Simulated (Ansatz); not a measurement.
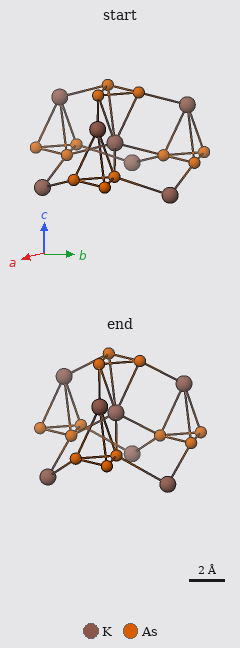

The structure of solid K₂As₃ (built on the corundum_167 type) before (top) and after (bottom) a relaxation, at one scale.

Style: ball-and-stick. Shown: the atoms within 5.8 Å of the atom that moves most (axes of the conventional cell (3 times the calculation's cell)), from a free direction. Lengths and directions refer to the drawn axes.

Case: corundum type (R-3c, No. 167).

These are results of Ansatz, DFT PBE, scalar-relativistic, plane waves, PAW, not measurements.

Input
```yaml
crystal:
  lattice:
    - [3.7572304471, 2.16923801, 8.4834972123]
    - [-3.7572304471, 2.16923801, 8.4834972123]
    - [0.0, -4.33847602, 8.4834972123]
  atoms:
    - { symbol: K, position: [0.3712404736, 0.3712404736, 0.3712404736] }
    - { symbol: K, position: [0.1287595264, 0.1287595264, 0.1287595264] }
    - { symbol: K, position: [0.6287595264, 0.6287595264, 0.6287595264] }
    - { symbol: K, position: [0.8712404736, 0.8712404736, 0.8712404736] }
    - { symbol: As, position: [0.4372678887, 0.0627321113, 0.25] }
    - { symbol: As, position: [0.25, 0.4372678887, 0.0627321113] }
    - { symbol: As, position: [0.0627321113, 0.25, 0.4372678887] }
    - { symbol: As, position: [0.5627321113, 0.9372678887, 0.75] }
    - { symbol: As, position: [0.75, 0.5627321113, 0.9372678887] }
    - { symbol: As, position: [0.9372678887, 0.75, 0.5627321113] }
basis:
  ecutwfc: 420
kpoints:
  mp_grid: { grid: [6, 6, 6] }
hamiltonian:
  xc: pbe
scf:
  occupations: { method: gaussian, width: 0.1 }
output:
  forces: true
  stress: true
  eigenvalues: true
relax:
  adjacent_minimum: "off"
  f_tol: 0.01
  max_steps: 80
  cell: { stress_tol: 0.05 }
```

Command:
```bash
ansatz run input.yaml --threads 1 --pin off --max-ram 2560MiB --backend cpu --events-out ev --progress --plain --runs-dir out
```

Q: Describe what moved and what it gained.

A: The energy falls by 97.6 meV per cell of the calculation in 8 accepted moves (10 points after the start). The largest force component goes from 0.022 to 0.0097 eV/Å. Pressure: 0.05 GPa at the start and 0.00 GPa at the end. At 2 points the geometry stayed and the basis and grid were re-selected for the new cell (energy shift of 9.2 meV per cell of the calculation at most each time). The largest moves relative to the cell, 0.41 Å, are those of K1, K2, K3 and K4. K2 goes along +c. By element the largest moves are K 0.41 Å, As 0.09 Å. The volume changes by +2.2 %, with a = b 7.514 → 7.063 Å (−6.0 %), c 25.450 → 29.444 Å (+15.7 %). Some distances before and after: K2–As5 3.391 → 3.458 Å, K1–As10 3.401 → 3.423 Å, As5–As6 2.437 → 2.443 Å. Among the angles between lasting bonds that change: As5–K4–As6 109.1° → 96.2°, As5–K4–As8 91.3° → 102.4°, As5–K4–As10 133.0° → 143.5°. The space group stays R-3c (No. 167).
